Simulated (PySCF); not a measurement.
# Lu(47+), Lu(48+): ionisation energy in even-tempered 18s12p7d4f3g

Aim: the ionisation energy of lutetium from differences of total energies, at each level of theory, and how far each lands from the tabulated value where there is one.

Program: PySCF 2.14.0. Level of theory: unrestricted determinants in a Gaussian basis, no spin-orbit coupling in the energies. These are calculated values, not measurements, unless marked.

**1. Starting point**

* Element: lutetium (Z = 71)
* Basis: an even-tempered Gaussian basis (18 s from 10 bohr⁻², ratio 2.5; 12 p from 14 bohr⁻², ratio 2.5; 7 d from 14 bohr⁻², ratio 2.5; 4 f from 53 bohr⁻², ratio 2.7; 3 g from 79 bohr⁻², ratio 2.7)
* Hamiltonian: the spin-free X2C one-electron Hamiltonian (Gaussian nucleus)
* State 1: Lu(47+): [Ar] 3d6, high-spin 5D determinant
* State 2: Lu(48+): [Ar] 3d5, high-spin 6S determinant
* Methods: UHF, LDA, PBE, PBE0, r2SCAN, TPSS, M06, MP2
* Core shells frozen in the correlated runs: outer shells: [Ne] (for Lu(47+))

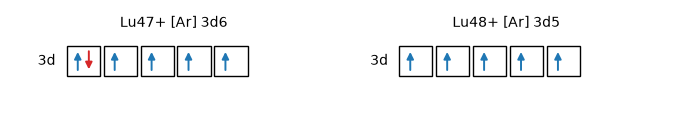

The shells outside the core, filled by Hund's rule for the drawing.

The runs were made by one driver on top of PySCF. The scripts below sum up each run's settings (the driver also hands on starting orbitals that pick excited configurations, and frozen orbitals as a list rather than a count), and the logs come from the driver's own runs. The driver starts from symmetry-adapted Hartree-Fock orbitals, holds the occupation by maximum overlap and uses a logarithmic radial grid for functionals, so a plain start would take other cycles.

The integrals over 144 functions and the set-up took 1.2 s of CPU time.

**2. Lu(47+): the ladder of methods**

Level: UHF.

The input, input.py:

```python
from pyscf import gto, scf, dft, mp, cc
mol = gto.M(atom="Lu 0 0 0", charge=47, spin=4, symmetry="D2h",
            basis=gto.etbs([(0, 18, 10, 2.5), (1, 12, 14, 2.5), (2, 7, 14, 2.5), (3, 4, 53, 2.7), (4, 3, 79, 2.7)]),
            nucmod="G")
mf = scf.UHF(mol).sfx2c1e()
mf.irrep_nelec = {'Ag': (5, 3), 'B1g': (1, 1), 'B2g': (1, 0), 'B3g': (1, 0), 'B1u': (2, 2), 'B2u': (2, 2), 'B3u': (2, 2)}
mf.kernel()
```

The program printed:

```text
damping factor = 0
level_shift factor = 0
DIIS = <class 'pyscf.scf.diis.CDIIS'>
diis_start_cycle = 1
diis_space = 10
diis_damp = 0
SCF conv_tol = 1e-09
SCF conv_tol_grad = None
number electrons alpha = 14  beta = 10
cycle= 1 E= -12768.1709199336  delta_E= -0.00717  |g|= 0.0367  |ddm|= 0.00839
cycle= 2 E= -12768.1709287964  delta_E= -8.86e-06  |g|= 0.00182  |ddm|= 0.000425
cycle= 3 E= -12768.1709288389  delta_E= -4.25e-08  |g|= 0.000106  |ddm|= 4.36e-05
cycle= 4 E= -12768.1709288392  delta_E= -2.76e-10  |g|= 4.33e-06  |ddm|= 4.07e-06
converged SCF energy = -12768.1709288392  <S^2> = 6.0001716  2S+1 = 5.0000686
```

CPU time 15 s on a shared host, the integrals not counted.

The occupied shells:

```tsv
shell	electrons	mean orbital energy (eV)	spread (eV)	rms radius (bohr)
1s α	1	-66376.9	0	0.0219
1s β	1	-66376.2	0	0.0219
2s α	1	-13646.2	0	0.0880
2s β	1	-13611.7	0	0.0880
2p α	3	-12358.0	8.684	0.0796
2p β	3	-12323.1	1.923	0.0796
3s α	1	-4966.0	0	0.218
3s β	1	-4925.5	0	0.218
3p α	3	-4570.0	10.399	0.217
3p β	3	-4520.0	4.569	0.217
3d α	5	-4128.6	14.567	0.194
3d β	1	-4095.6	0	0.194
```

⟨S²⟩ = 6.000, ⟨L²⟩ = 6.00.

Spin-orbit constants on these orbitals (cm⁻¹; bare nucleus, screened nucleus, mean field): 3d 219200, 188300, 185700. To first order in LS coupling the lowest level has J = 4 and lies 23.0 eV below the centre of the term.

Spin-orbit coupling is strong in this species (close to jj coupling), so the high-spin LS determinant is a model state, not a physical level.

Level: LDA.

Changes to input.py:

```diff
@@ -4,3 +4,3 @@
             nucmod="G")
-mf = scf.UHF(mol).sfx2c1e()
+mf = dft.UKS(mol, xc="LDA,VWN").sfx2c1e()
 mf.irrep_nelec = {'Ag': (5, 3), 'B1g': (1, 1), 'B2g': (1, 0), 'B3g': (1, 0), 'B1u': (2, 2), 'B2u': (2, 2), 'B3u': (2, 2)}
```

The program printed:

```text
damping factor = 0
level_shift factor = 0
DIIS = <class 'pyscf.scf.diis.CDIIS'>
diis_start_cycle = 1
diis_space = 10
diis_damp = 0
SCF conv_tol = 1e-09
SCF conv_tol_grad = None
number electrons alpha = 14  beta = 10
XC functionals = LDA,VWN
    P. A. M. Dirac.,  Math. Proc. Cambridge Philos. Soc. 26, 376 (1930)
    F. Bloch.,  Z. Phys. 57, 545 (1929)
    S. H. Vosko, L. Wilk, and M. Nusair.,  Can. J. Phys. 58, 1200 (1980)
cycle= 1 E= -12759.4590762586  delta_E= -0.0278  |g|= 0.0845  |ddm|= 0.0446
cycle= 2 E= -12759.4590926146  delta_E= -1.64e-05  |g|= 0.00684  |ddm|= 0.00091
cycle= 3 E= -12759.4590928104  delta_E= -1.96e-07  |g|= 0.00045  |ddm|= 0.000105
cycle= 4 E= -12759.4590928116  delta_E= -1.15e-09  |g|= 6.09e-06  |ddm|= 8.16e-06
cycle= 5 E= -12759.4590928116  delta_E= -2.73e-11  |g|= 4.44e-08  |ddm|= 1.14e-07
converged SCF energy = -12759.4590928116  <S^2> = 6.0000413  2S+1 = 5.0000165
```

It used 1.4 s of CPU time after the integrals (shared host).

Level: PBE.

Changes to input.py:

```diff
@@ -4,3 +4,3 @@
             nucmod="G")
-mf = dft.UKS(mol, xc="LDA,VWN").sfx2c1e()
+mf = dft.UKS(mol, xc="PBE").sfx2c1e()
 mf.irrep_nelec = {'Ag': (5, 3), 'B1g': (1, 1), 'B2g': (1, 0), 'B3g': (1, 0), 'B1u': (2, 2), 'B2u': (2, 2), 'B3u': (2, 2)}
```

The program printed:

```text
damping factor = 0
level_shift factor = 0
DIIS = <class 'pyscf.scf.diis.CDIIS'>
diis_start_cycle = 1
diis_space = 10
diis_damp = 0
SCF conv_tol = 1e-09
SCF conv_tol_grad = None
number electrons alpha = 14  beta = 10
XC functionals = PBE
    J. P. Perdew, K. Burke, and M. Ernzerhof.,  Phys. Rev. Lett. 77, 3865 (1996)
    J. P. Perdew, K. Burke, and M. Ernzerhof.,  Phys. Rev. Lett. 78, 1396 (1997)
    J. P. Perdew, K. Burke, and M. Ernzerhof.,  Phys. Rev. Lett. 77, 3865 (1996)
    J. P. Perdew, K. Burke, and M. Ernzerhof.,  Phys. Rev. Lett. 78, 1396 (1997)
cycle= 1 E= -12769.620561798  delta_E= -0.0203  |g|= 0.0355  |ddm|= 0.0344
cycle= 2 E= -12769.6205678745  delta_E= -6.08e-06  |g|= 0.00164  |ddm|= 0.000505
cycle= 3 E= -12769.6205678883  delta_E= -1.38e-08  |g|= 6.57e-05  |ddm|= 2.2e-05
cycle= 4 E= -12769.6205678883  delta_E= -3.09e-11  |g|= 6.75e-06  |ddm|= 1.27e-06
converged SCF energy = -12769.6205678883  <S^2> = 6.000052  2S+1 = 5.0000208
```

CPU time 1.6 s on a shared host, the integrals not counted.

Level: PBE0.

Changes to input.py:

```diff
@@ -4,3 +4,3 @@
             nucmod="G")
-mf = dft.UKS(mol, xc="PBE").sfx2c1e()
+mf = dft.UKS(mol, xc="PBE0").sfx2c1e()
 mf.irrep_nelec = {'Ag': (5, 3), 'B1g': (1, 1), 'B2g': (1, 0), 'B3g': (1, 0), 'B1u': (2, 2), 'B2u': (2, 2), 'B3u': (2, 2)}
```

The program printed:

```text
damping factor = 0
level_shift factor = 0
DIIS = <class 'pyscf.scf.diis.CDIIS'>
diis_start_cycle = 1
diis_space = 10
diis_damp = 0
SCF conv_tol = 1e-09
SCF conv_tol_grad = None
number electrons alpha = 14  beta = 10
XC functionals = PBE0
    C. Adamo and V. Barone.,  J. Chem. Phys. 110, 6158 (1999)
    M. Ernzerhof and G. E. Scuseria.,  J. Chem. Phys. 110, 5029 (1999)
cycle= 1 E= -12769.5771489581  delta_E= -0.0133  |g|= 0.0304  |ddm|= 0.0254
cycle= 2 E= -12769.5771526305  delta_E= -3.67e-06  |g|= 0.000944  |ddm|= 0.000387
cycle= 3 E= -12769.5771526341  delta_E= -3.57e-09  |g|= 2.89e-05  |ddm|= 1e-05
cycle= 4 E= -12769.5771526341  delta_E=    0  |g|= 3.41e-06  |ddm|= 6.09e-07
converged SCF energy = -12769.5771526341  <S^2> = 6.000074  2S+1 = 5.0000296
```

It used 3.3 s of CPU time after the integrals (shared host).

Level: r2SCAN.

Changes to input.py:

```diff
@@ -4,3 +4,3 @@
             nucmod="G")
-mf = dft.UKS(mol, xc="PBE0").sfx2c1e()
+mf = dft.UKS(mol, xc="R2SCAN").sfx2c1e()
 mf.irrep_nelec = {'Ag': (5, 3), 'B1g': (1, 1), 'B2g': (1, 0), 'B3g': (1, 0), 'B1u': (2, 2), 'B2u': (2, 2), 'B3u': (2, 2)}
```

The program printed:

```text
damping factor = 0
level_shift factor = 0
DIIS = <class 'pyscf.scf.diis.CDIIS'>
diis_start_cycle = 1
diis_space = 10
diis_damp = 0
SCF conv_tol = 1e-09
SCF conv_tol_grad = None
number electrons alpha = 14  beta = 10
XC functionals = R2SCAN
    J. W. Furness, A. D. Kaplan, J. Ning, J. P. Perdew, and J. Sun.,  J. Phys. Chem. Lett. 11, 8208-8215 (2020)
    J. W. Furness, A. D. Kaplan, J. Ning, J. P. Perdew, and J. Sun.,  J. Phys. Chem. Lett. 11, 9248-9248 (2020)
    J. W. Furness, A. D. Kaplan, J. Ning, J. P. Perdew, and J. Sun.,  J. Phys. Chem. Lett. 11, 8208-8215 (2020)
    J. W. Furness, A. D. Kaplan, J. Ning, J. P. Perdew, and J. Sun.,  J. Phys. Chem. Lett. 11, 9248-9248 (2020)
cycle= 1 E= -12770.0636351466  delta_E= -0.013  |g|= 0.0324  |ddm|= 0.0219
cycle= 2 E= -12770.0636391459  delta_E= -4e-06  |g|= 0.00109  |ddm|= 0.000378
cycle= 3 E= -12770.0636391508  delta_E= -4.89e-09  |g|= 2.5e-05  |ddm|= 1.16e-05
cycle= 4 E= -12770.0636391507  delta_E= 9.09e-12  |g|= 2.39e-06  |ddm|= 4.59e-07
converged SCF energy = -12770.0636391507  <S^2> = 6.0000998  2S+1 = 5.0000399
```

It used 3.5 s of CPU time after the integrals (shared host).

Level: TPSS.

Changes to input.py:

```diff
@@ -4,3 +4,3 @@
             nucmod="G")
-mf = dft.UKS(mol, xc="R2SCAN").sfx2c1e()
+mf = dft.UKS(mol, xc="TPSS").sfx2c1e()
 mf.irrep_nelec = {'Ag': (5, 3), 'B1g': (1, 1), 'B2g': (1, 0), 'B3g': (1, 0), 'B1u': (2, 2), 'B2u': (2, 2), 'B3u': (2, 2)}
```

The program printed:

```text
damping factor = 0
level_shift factor = 0
DIIS = <class 'pyscf.scf.diis.CDIIS'>
diis_start_cycle = 1
diis_space = 10
diis_damp = 0
SCF conv_tol = 1e-09
SCF conv_tol_grad = None
number electrons alpha = 14  beta = 10
XC functionals = TPSS
    J. Tao, J. P. Perdew, V. N. Staroverov, and G. E. Scuseria.,  Phys. Rev. Lett. 91, 146401 (2003)
    J. P. Perdew, J. Tao, V. N. Staroverov, and G. E. Scuseria.,  J. Chem. Phys. 120, 6898 (2004)
    J. Tao, J. P. Perdew, V. N. Staroverov, and G. E. Scuseria.,  Phys. Rev. Lett. 91, 146401 (2003)
    J. P. Perdew, J. Tao, V. N. Staroverov, and G. E. Scuseria.,  J. Chem. Phys. 120, 6898 (2004)
cycle= 1 E= -12769.9207759826  delta_E= -0.0135  |g|= 0.0389  |ddm|= 0.0282
cycle= 2 E= -12769.9207828358  delta_E= -6.85e-06  |g|= 0.00258  |ddm|= 0.000547
cycle= 3 E= -12769.9207828748  delta_E= -3.9e-08  |g|= 0.000232  |ddm|= 4.69e-05
cycle= 4 E= -12769.9207828751  delta_E= -2.93e-10  |g|= 5.47e-06  |ddm|= 4.01e-06
converged SCF energy = -12769.9207828751  <S^2> = 6.0000641  2S+1 = 5.0000256
```

CPU time 3.6 s on a shared host, the integrals not counted.

Level: M06.

Changes to input.py:

```diff
@@ -4,3 +4,3 @@
             nucmod="G")
-mf = dft.UKS(mol, xc="TPSS").sfx2c1e()
+mf = dft.UKS(mol, xc="M06").sfx2c1e()
 mf.irrep_nelec = {'Ag': (5, 3), 'B1g': (1, 1), 'B2g': (1, 0), 'B3g': (1, 0), 'B1u': (2, 2), 'B2u': (2, 2), 'B3u': (2, 2)}
```

The program printed:

```text
damping factor = 0
level_shift factor = 0
DIIS = <class 'pyscf.scf.diis.CDIIS'>
diis_start_cycle = 1
diis_space = 10
diis_damp = 0
SCF conv_tol = 1e-09
SCF conv_tol_grad = None
number electrons alpha = 14  beta = 10
XC functionals = M06
    Y. Zhao and D. G. Truhlar.,  Theor. Chem. Acc. 120, 215 (2008)
    Y. Zhao and D. G. Truhlar.,  Theor. Chem. Acc. 120, 215 (2008)
cycle= 1 E= -12770.292485471  delta_E= -0.0108  |g|= 0.198  |ddm|= 0.0205
cycle= 2 E= -12770.292489582  delta_E= -4.11e-06  |g|= 0.00325  |ddm|= 0.000304
cycle= 3 E= -12770.2924895864  delta_E= -4.43e-09  |g|= 6.13e-05  |ddm|= 1.24e-05
cycle= 4 E= -12770.2924895864  delta_E= -5.46e-12  |g|= 6.04e-06  |ddm|= 9.35e-07
converged SCF energy = -12770.2924895864  <S^2> = 6.0000833  2S+1 = 5.0000333
```

CPU time 5.2 s on a shared host, the integrals not counted.

Level: MP2 (outer shells).

Changes to input.py:

```diff
@@ -4,4 +4,5 @@
             nucmod="G")
-mf = dft.UKS(mol, xc="M06").sfx2c1e()
+mf = scf.UHF(mol).sfx2c1e()
 mf.irrep_nelec = {'Ag': (5, 3), 'B1g': (1, 1), 'B2g': (1, 0), 'B3g': (1, 0), 'B1u': (2, 2), 'B2u': (2, 2), 'B3u': (2, 2)}
 mf.kernel()
+mp.UMP2(mf, frozen=5).kernel()
```

This step left no log, only its results.

CPU time 2.3 s on a shared host, the integrals not counted.

With 14 electrons correlated, the MP2 correlation energy is -0.55124 hartree (-0.19326 same spin, -0.35798 opposite spin); the SCS form gives -0.49400. Largest pairs of shells: 3p-3d -0.2350, 3d-3d -0.1274, 3p-3p -0.1010, 3s-3p -0.0428, 3s-3d -0.0394.

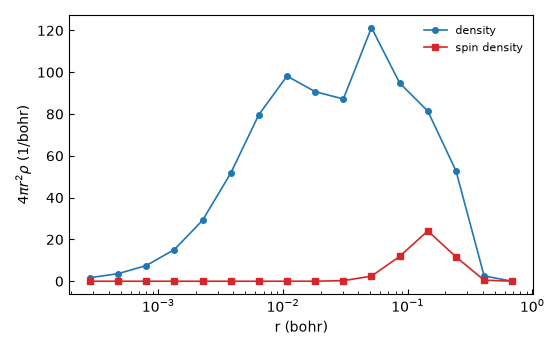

Radial density 4πr²ρ of Lu(47+) at UHF, without picture-change correction, at 16 stored radii joined by straight lines.

[end of part 1 of 2]
